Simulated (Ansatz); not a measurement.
# FH3Si: molecular dynamics

Aim: follow the molecule's vibrations and see whether its bonds hold. The start is relaxed first. Runs: 500 steps of 0.5 fs at constant energy (fourth-order Milne integrator), with velocities drawn for 1500 K. SMILES of the start: F[SiH3].

All numbers below are computed with Ansatz 0.2.0 (RKS B3LYP-D4/def2-SVP).

## 1. The structure to begin with

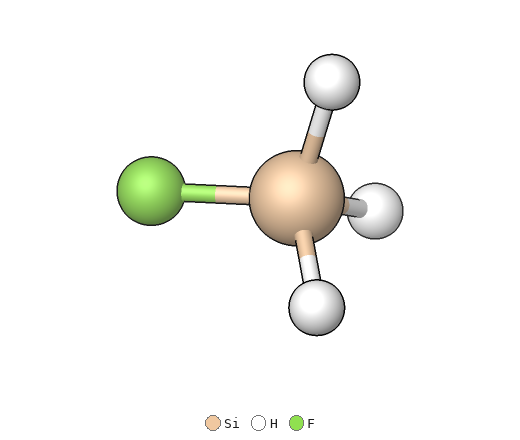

The starting structure, seen from a free direction (silicon light orange, hydrogen white, fluorine green).

As a file:

```xyz
5

Si    0.0000    0.0000    0.0000
H     0.0000    0.0000    1.4600
H     1.3768    0.0000   -0.4862
F    -0.7489    1.2974   -0.5295
H    -0.6877   -1.1914   -0.4862
```

## 2. Relaxing the start

Contents of input.yaml:

```yaml
crystal:
  periodic: [false, false, false]
  atoms:
    - { symbol: Si, position_ang: [0.0, 0.0, 0.0] }
    - { symbol: H, position_ang: [0.0, 0.0, 1.46] }
    - { symbol: H, position_ang: [1.3768, 0.0, -0.4862] }
    - { symbol: F, position_ang: [-0.7489, 1.2974, -0.5295] }
    - { symbol: H, position_ang: [-0.6877, -1.1914, -0.4862] }
basis:
  gaussian: { orbitals: def2-SVP }
hamiltonian:
  xc: b3lyp
  dispersion: d4
relax:
  f_tol: 0.02
  max_steps: 40
output:
  orbitals: {}
```

On the command line:

```sh
ansatz run input.yaml --threads 1 --pin off --max-ram 2048MiB --backend cpu --events-out ev --progress --plain --runs-dir out
```

Output, shortened:

```text
Warning: RAYON_NUM_THREADS=1 ignored (pool sized by the plan → 1); use --threads N
[...]
Functional definition: B3LYP
[...]
468 factors; integrals over basis functions are off by at most 6.8e-4 eV
[...]
mean field -10640.40537108 eV, -391.0276850613 hartree, gradient 2.1e-5 eV, S^2 0.000000; 0 other end points of the search recorded, 0 dependent functions left out
[...]
reference -10640.40556450 eV, -391.0276921696 hartree; 13, 13 occupied and 34, 34 virtual orbitals, 468 factors
relax step   1: F+E_penalty+E_count = -10640.48171154 eV  Δ(F+E_penalty+E_count) = +0.000e0 eV  max|allowed force component| = 1.178e0 eV/Å  Δτ_max = 0.0000 Å  (20 SCF iters, accepted)
[...]
relax step   3: F+E_penalty+E_count = -10640.53375383 eV  Δ(F+E_penalty+E_count) = -1.063e-2 eV  max|allowed force component| = 5.218e-2 eV/Å  Δτ_max = 0.0146 Å  (21 SCF iters, accepted)
[...]
relax step   4: F+E_penalty+E_count = -10640.53380295 eV  Δ(F+E_penalty+E_count) = -4.912e-5 eV  max|allowed force component| = 5.409e-4 eV/Å  Δτ_max = 0.0014 Å  (15 SCF iters, accepted)
468 factors; integrals over basis functions are off by at most 7.7e-4 eV
[...]
mean field -10640.45755062 eV, -391.0296026240 hartree, gradient 2.7e-5 eV, S^2 0.000000; 1 other end points of the search recorded, 0 dependent functions left out
[...]
reference -10640.45774418 eV, -391.0296097374 hartree; 13, 13 occupied and 34, 34 virtual orbitals, 468 factors
Total energy: -10640.53399651 eV, -391.0324119589 hartree
Atom 0 at     0.007383    -0.012305     0.005299 Å, force     0.000305    -0.000541     0.000243 eV/Å
Atom 1 at    -0.004200     0.007447     1.492487 Å, force    -0.000189     0.000342    -0.000142 eV/Å
Atom 2 at     1.405782     0.007443    -0.501008 Å, force    -0.000212     0.000324    -0.000140 eV/Å
Atom 3 at    -0.759943     1.316847    -0.537420 Å, force     0.000271    -0.000468     0.000189 eV/Å
Atom 4 at    -0.708822    -1.213432    -0.501257 Å, force    -0.000175     0.000343    -0.000149 eV/Å
Dipole moment:     0.135839    -0.235297     0.096071 e Å
```

Wall time 3.5 s (1 thread of Arm Neoverse V2, shared host); peak memory 0.099 GiB.

The steps of the relaxation:

```csv
step,energy from step 1 (eV),largest force component (eV/Å)
1,0.0000,1.1777
2,-0.0414,0.6582
3,-0.0520,0.0522
4,-0.0521,0.0005
```

Step 1 is the start.

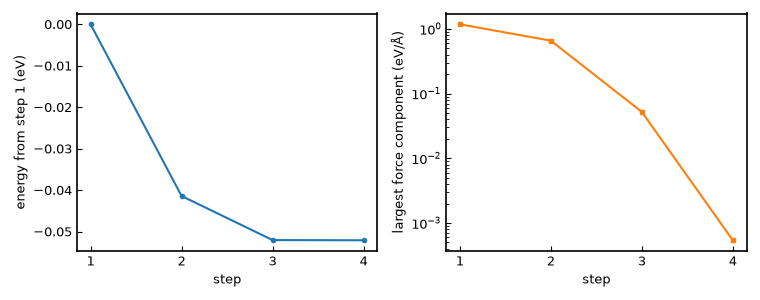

How energy and force went from step to step.

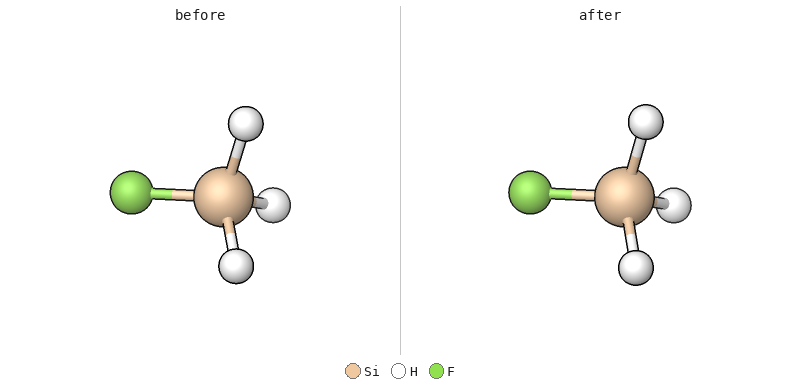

Before and after, at one scale.

After: Bond lengths: Si1–H2 1.487 Å, Si1–H3 1.487 Å, Si1–F4 1.628 Å, Si1–H5 1.487 Å. Angles: H2–Si1–H3 110.3°, H2–Si1–F4 108.6°, H2–Si1–H5 110.3°, H3–Si1–F4 108.6°, H3–Si1–H5 110.3°, F4–Si1–H5 108.6°.

## 3. Dynamics

500 steps of 0.5 fs at constant energy (fourth-order milne integrator), with velocities drawn for 1500 K, from the relaxed start. H is given a mass of 2.014 u.

Contents of input.yaml:

```yaml
crystal:
  periodic: [false, false, false]
  atoms:
    - { symbol: Si, position_ang: [0.007383, -0.012305, 0.005299] }
    - { symbol: H, position_ang: [-0.0042, 0.007447, 1.492487] }
    - { symbol: H, position_ang: [1.405782, 0.007443, -0.501008] }
    - { symbol: F, position_ang: [-0.759943, 1.316847, -0.53742] }
    - { symbol: H, position_ang: [-0.708822, -1.213432, -0.501257] }
basis:
  gaussian: { orbitals: def2-SVP }
hamiltonian:
  xc: b3lyp
  dispersion: d4
md:
  timestep: 0.5
  n_steps: 500
  ensemble: nve_milne
  temperature: 1500.0
  initial_velocities: maxwell_boltzmann
  seed: 330774
  masses: [{ species: H, mass: 2.014 }]
```

On the command line:

```sh
ansatz run input.yaml --threads 1 --pin off --max-ram 2048MiB --backend cpu --events-out ev --progress --plain --runs-dir out
```

Output, shortened:

```text
Warning: RAYON_NUM_THREADS=1 ignored (pool sized by the plan → 1); use --threads N
[...]
Functional definition: B3LYP
[...]
474 factors; integrals over basis functions are off by at most 3.5e-4 eV
[...]
mean field -10640.45755146 eV, -391.0296026552 hartree, gradient 2.5e-5 eV, S^2 0.000000; 0 other end points of the search recorded, 0 dependent functions left out
[...]
reference -10640.45774503 eV, -391.0296097685 hartree; 13, 13 occupied and 34, 34 virtual orbitals, 474 factors
md step     0: t =     0.00 fs  T =  1500.0 K  F+E_penalty+E_count = -10640.53380380 eV  E_kin = 0.581670 eV  conserved = -10639.95213380 eV  (22 SCF iters)
[...]
md step    18: t =     9.00 fs  T =   722.7 K  F+E_penalty+E_count = -10640.23234828 eV  E_kin = 0.280239 eV  conserved = -10639.95210920 eV  (21 SCF iters, 3 dispersion substeps)
[...]
md step    36: t =    18.00 fs  T =   718.5 K  F+E_penalty+E_count = -10640.23073599 eV  E_kin = 0.278605 eV  conserved = -10639.95213140 eV  (21 SCF iters, 3 dispersion substeps)
[...]
md step    54: t =    27.00 fs  T =   877.8 K  F+E_penalty+E_count = -10640.29250883 eV  E_kin = 0.340390 eV  conserved = -10639.95211860 eV  (21 SCF iters, 3 dispersion substeps)
[...]
md step    70: t =    35.00 fs  T =   177.7 K  F+E_penalty+E_count = -10640.02102998 eV  E_kin = 0.068901 eV  conserved = -10639.95212929 eV  (21 SCF iters, 3 dispersion substeps)
md step    71: t =    35.50 fs  T =   128.8 K  F+E_penalty+E_count = -10640.00205809 eV  E_kin = 0.049928 eV  conserved = -10639.95212960 eV  (20 SCF iters, 3 dispersion substeps)
```

## 4. More of the same log: dynamics from the start

Output, continued, shortened:

```text
md step    72: t =    36.00 fs  T =   104.0 K  F+E_penalty+E_count = -10639.99245131 eV  E_kin = 0.040324 eV  conserved = -10639.95212733 eV  (20 SCF iters, 3 dispersion substeps)
[...]
md step    94: t =    47.00 fs  T =   858.6 K  F+E_penalty+E_count = -10640.28506517 eV  E_kin = 0.332936 eV  conserved = -10639.95212878 eV  (21 SCF iters, 3 dispersion substeps)
[...]
md step   116: t =    58.00 fs  T =   166.7 K  F+E_penalty+E_count = -10640.01675773 eV  E_kin = 0.064630 eV  conserved = -10639.95212731 eV  (20 SCF iters, 3 dispersion substeps)
[...]
md step   138: t =    69.00 fs  T =   986.6 K  F+E_penalty+E_count = -10640.33469390 eV  E_kin = 0.382576 eV  conserved = -10639.95211756 eV  (21 SCF iters, 3 dispersion substeps)
[...]
md step   160: t =    80.00 fs  T =   357.1 K  F+E_penalty+E_count = -10640.09059681 eV  E_kin = 0.138476 eV  conserved = -10639.95212109 eV  (21 SCF iters, 3 dispersion substeps)
md step   161: t =    80.50 fs  T =   426.2 K  F+E_penalty+E_count = -10640.11741465 eV  E_kin = 0.165290 eV  conserved = -10639.95212433 eV  (21 SCF iters, 3 dispersion substeps)
```

## 5. More of the same log: dynamics from the start

Output, continued, shortened:

```text
md step   162: t =    81.00 fs  T =   502.4 K  F+E_penalty+E_count = -10640.14694334 eV  E_kin = 0.194808 eV  conserved = -10639.95213526 eV  (21 SCF iters, 3 dispersion substeps)
[...]
md step   181: t =    90.50 fs  T =   826.8 K  F+E_penalty+E_count = -10640.27274668 eV  E_kin = 0.320609 eV  conserved = -10639.95213791 eV  (21 SCF iters, 3 dispersion substeps)
[...]
md step   200: t =   100.00 fs  T =   471.8 K  F+E_penalty+E_count = -10640.13507311 eV  E_kin = 0.182941 eV  conserved = -10639.95213192 eV  (20 SCF iters, 3 dispersion substeps)
[...]
md step   219: t =   109.50 fs  T =   103.0 K  F+E_penalty+E_count = -10639.99207567 eV  E_kin = 0.039935 eV  conserved = -10639.95214050 eV  (20 SCF iters, 3 dispersion substeps)
[...]
md step   499: t =   249.50 fs  T =   703.7 K  F+E_penalty+E_count = -10640.22498139 eV  E_kin = 0.272862 eV  conserved = -10639.95211915 eV  (21 SCF iters, 3 dispersion substeps)
[...]
md step   500: t =   250.00 fs  T =   700.2 K  F+E_penalty+E_count = -10640.22366845 eV  E_kin = 0.271535 eV  conserved = -10639.95213306 eV  (21 SCF iters, 3 dispersion substeps)
Total energy: -10640.22386581 eV, -391.0210148658 hartree
Atom 0 at    -0.009412    -0.026355    -0.028979 Å, force     1.728159    -0.216113     0.693375 eV/Å
Atom 1 at     0.088786    -0.026764     1.473673 Å, force    -0.448753     0.044005    -0.228742 eV/Å
Atom 2 at     1.589754    -0.025384    -0.329023 Å, force    -1.895618     0.065621    -0.303261 eV/Å
Atom 3 at    -0.762956     1.354597    -0.506066 Å, force     0.320385    -0.723545    -0.068634 eV/Å
Atom 4 at    -0.723151    -1.306570    -0.472196 Å, force     0.295827     0.830031    -0.092738 eV/Å
Dipole moment:     0.052884    -0.242601     0.008467 e Å
```

Wall time 5.1 min (1 thread of Arm Neoverse V2, shared host); peak memory 0.088 GiB.

## 6. Frames and traces

One step in 36; energies are changes from step 0:

```csv
time (fs),T (K),potential energy change (meV/atom),total energy change (meV/atom)
0.0,1500,0.0,0.00
18.0,718,60.6,0.00
36.0,104,108.3,0.00
54.0,682,63.4,0.00
72.0,1348,11.8,0.01
90.0,674,64.0,0.00
108.0,323,91.3,0.00
126.0,1135,28.3,0.00
144.0,763,57.1,0.00
162.0,402,85.2,0.00
180.0,650,65.9,0.00
198.0,1054,34.6,0.00
216.0,934,43.9,0.00
234.0,555,73.3,0.00
250.0,700,62.0,0.00
```

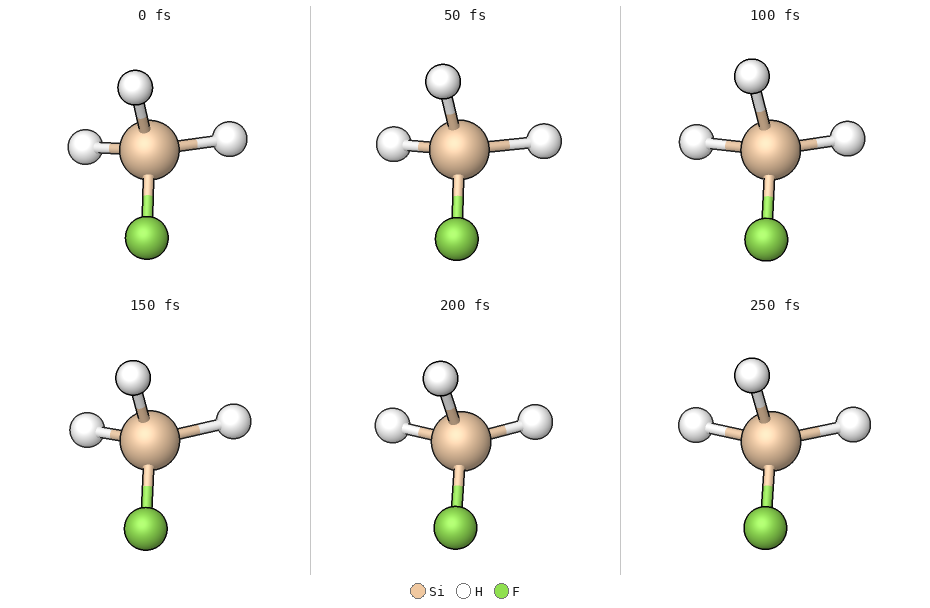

Six frames of the run, seen from a free direction. Sticks join atoms within a bonding distance in each frame.

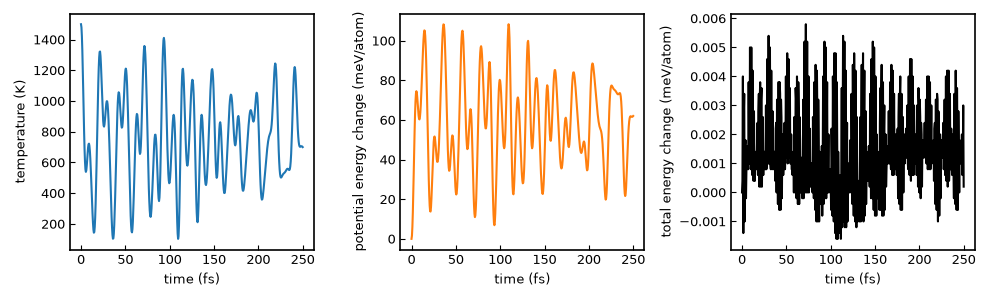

Time series of the run, each on its own scale.

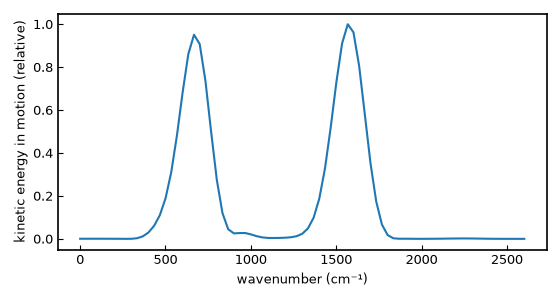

Power spectrum of the mass-weighted velocities; a run of 250 fs resolves no finer than about 270 cm⁻¹.

Maxima of the velocity power spectrum (cm⁻¹, relative height; resolution about 270 cm⁻¹): 670 (95), 1570 (100).

## 7. Frames from the trajectory

Positions (Å) and forces (eV/Å):

```xyz
5
time_fs=31.0 T=882 dE=0.2398
Si    0.018   -0.002    0.026   -0.284   -0.832   -1.189
H    -0.208    0.030    1.512    0.672   -0.112   -0.241
H     1.346   -0.012   -0.750   -0.282    0.054    1.094
F    -0.749    1.300   -0.536   -0.292    0.683   -0.118
H    -0.703   -1.197   -0.576    0.185    0.207    0.455
5
time_fs=62.5 T=895 dE=0.2345
Si   -0.005   -0.024   -0.015    0.444    0.458    0.998
H     0.159   -0.026    1.469   -0.675    0.144    0.145
H     1.470    0.030   -0.250   -0.203   -0.084   -0.919
F    -0.762    1.341   -0.544    0.324   -0.769    0.123
H    -0.746   -1.264   -0.384    0.110    0.251   -0.347
5
time_fs=94.0 T=1389 dE=0.0432
Si    0.000   -0.009    0.020    0.557   -0.190   -0.256
H    -0.023   -0.039    1.536    0.036    0.135   -0.538
H     1.407   -0.031   -0.567   -0.474    0.132    0.452
F    -0.750    1.321   -0.553    0.035   -0.089    0.228
H    -0.678   -1.211   -0.536   -0.155    0.011    0.115
5
time_fs=125.0 T=1119 dE=0.1477
Si    0.006   -0.008    0.012    0.529   -0.824   -0.439
H    -0.142    0.065    1.515    0.436   -0.209   -0.384
H     1.440    0.028   -0.626   -1.003   -0.154    0.842
F    -0.741    1.301   -0.532   -0.414    0.846   -0.356
H    -0.768   -1.200   -0.545    0.452    0.341    0.338
5
time_fs=156.0 T=816 dE=0.2653
Si   -0.008   -0.021   -0.011   -0.508    0.302    0.903
H     0.183   -0.069    1.451   -0.721    0.179    0.512
H     1.389    0.059   -0.266    1.240   -0.061   -1.176
F    -0.752    1.335   -0.542    0.045   -0.401    0.126
H    -0.738   -1.238   -0.414   -0.055   -0.020   -0.366
5
time_fs=187.5 T=720 dE=0.3026
Si    0.010   -0.001    0.018    0.553   -1.420   -1.387
H    -0.172   -0.012    1.515    0.494    0.034   -0.387
H     1.420   -0.137   -0.729   -1.071    0.558    1.262
F    -0.756    1.324   -0.525    0.053    0.075   -0.018
H    -0.621   -1.274   -0.590   -0.029    0.754    0.530
5
time_fs=219.0 T=1245 dE=0.0990
Si    0.015   -0.022    0.000   -1.314    0.614    0.399
H    -0.064   -0.038    1.491    0.240   -0.074   -0.070
H     1.335    0.116   -0.538    1.145   -0.296   -0.234
F    -0.748    1.315   -0.522   -0.165    0.338    0.045
H    -0.798   -1.118   -0.536    0.094   -0.581   -0.141
5
time_fs=250.0 T=700 dE=0.3101
Si   -0.009   -0.026   -0.029    1.728   -0.216    0.693
H     0.089   -0.027    1.474   -0.449    0.044   -0.229
H     1.590   -0.025   -0.329   -1.896    0.066   -0.303
F    -0.763    1.355   -0.506    0.320   -0.724   -0.069
H    -0.723   -1.307   -0.472    0.296    0.830   -0.093
```

## 8. Results

| quantity | value |
| --- | --- |
| relaxation of the start | 3 moves, 0.052 eV lower |
| length | 500 steps of 0.5 fs |
| temperature, first and last step | 1500 and 700 K |
| temperature, second half | mean 747 K, from 211 to 1245 K |
| potential energy, second half | +58 meV/atom from the start |
| largest change of the total energy | 0.01 meV/atom |
| bonds formed or broken | 0 |

**Reading.** The temperature starts at 1500 K and averages 747 K in the second half, where it ranges from 211 to 1245 K. About half is expected from a start at a minimum: kinetic energy passes into potential energy until both shares match. The total energy strays from its start by at most 0.01 meV/atom, under 0.1 % of the mean kinetic energy, which is good for a step of 0.5 fs. No bond forms or breaks. A run of 250 fs with 5 atoms shows the motion but fixes no equilibrium value. The nuclei move classically, without zero-point motion, which matters most for hydrogen.
